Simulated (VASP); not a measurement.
Band structure of SiC (6h). Level of theory: r2SCAN meta-GGA, VASP's PBE PAW potentials (set 64) (plane waves; VASP).

The path is coarsely sampled, so an indirect gap can come out somewhat too large.

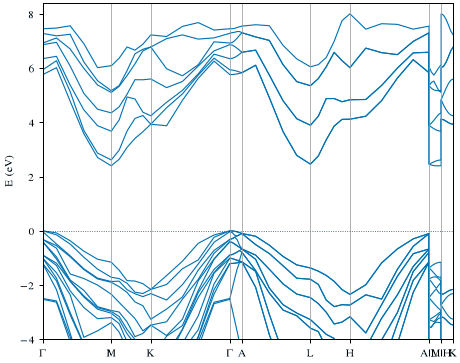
Figure. Bands along high-symmetry lines, zero at the valence-band maximum or, without a gap, the Fermi level

Problem. Read the plot: is there a gap, and where are the band edges?

Solution. The gap is indirect, 2.40 eV, from the valence maximum at Γ to the conduction minimum at L-M at 0.60.

The compound is SiC in the 6h structure. It was relaxed first.
